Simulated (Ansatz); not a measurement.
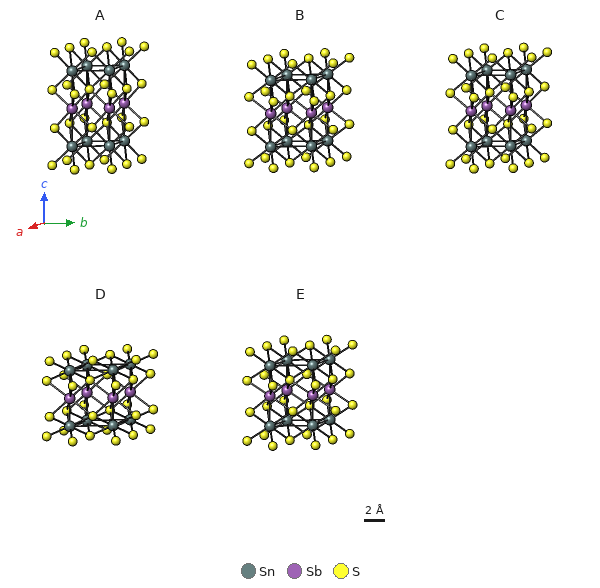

5 geometries from one relaxation of crystalline SnSbS2 (a generated structure, set up in P-3m1) (coarse preliminary run), in shuffled order. Style: ball-and-stick. Shown: the cell of the calculation, slightly off an axis.

Level of theory: DFT PBE, scalar-relativistic, plane waves, PAW in Ansatz. (plane-wave cutoff 420 eV; k-point mesh 6 × 6 × 4; occupations gaussian; smearing width 0.1 eV; no spin polarisation; cell and atoms relaxed; force threshold 0.04 eV/Å; at most 70 steps)

Put them in the order of the run, from the start to the converged end.

Answer. D, E, B, C, A. They are steps 0, 2, 5, 9, 13, at +275 meV per atom, +54.7 meV per atom, +36.3 meV per atom, +23.7 meV per atom relative to the last. The largest moves relative to the cell, 0.44 Å, are those of S atoms. Sb and Sn stay in place. The volume changes by +1.5 %, with a = b 4.407 → 3.808 Å (−13.6 %), c 5.678 → 7.721 Å (+36.0 %). Some distances before and after: S–Sn 2.811 → 3.015 Å, S–Sb 3.030 → 2.839 Å. Among the angles between lasting bonds that change: S–Sn–S 76.7° → 101.7°, S–Sn–S 103.3° → 78.3°, Sn–S–Sn 103.3° → 78.3°. The space group stays P-3m1 (No. 164). After 11 accepted moves (13 points after the start) the energy has fallen by 275 meV per atom. The largest force component goes from 1.5 to 0.016 eV/Å. Pressure: 5.93 GPa at the start and 0.16 GPa at the end. At 2 points the geometry stayed and the basis and grid were re-selected for the new cell (energy shift of 4.4 meV per atom at most each time).
